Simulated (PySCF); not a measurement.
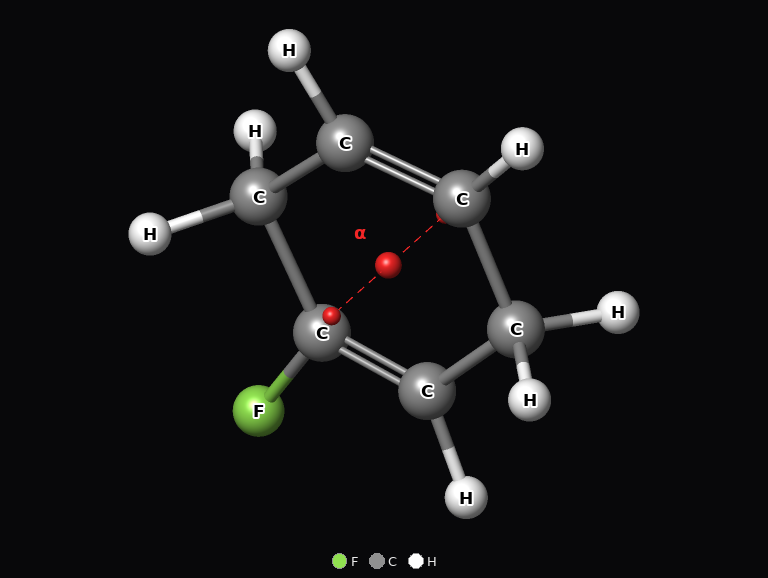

The small points mark where nucleus-independent chemical shifts (NICS) were computed: at the centre of each lettered ring and 1 Å above and below it. Geometry: a frame of a GFN2-xTB molecular-dynamics simulation, not a minimum. Method: GIAO PBE0/pcSseg-1 NMR shielding, non-relativistic, gas phase (PySCF 2.14.0).

Give NICS(0), NICS(1) and the out-of-plane component NICS(1)zz for each ring (means of the two sides).

```tsv
ring	members	NICS(0)	NICS(1)	NICS(1)zz
α	C6	−0.2	−1.3	1.7
```

Values in ppm.

Question: What do the values say about the ring currents?

Answer: Ring α: weak, as in a non-aromatic ring. NICS is one index among several.
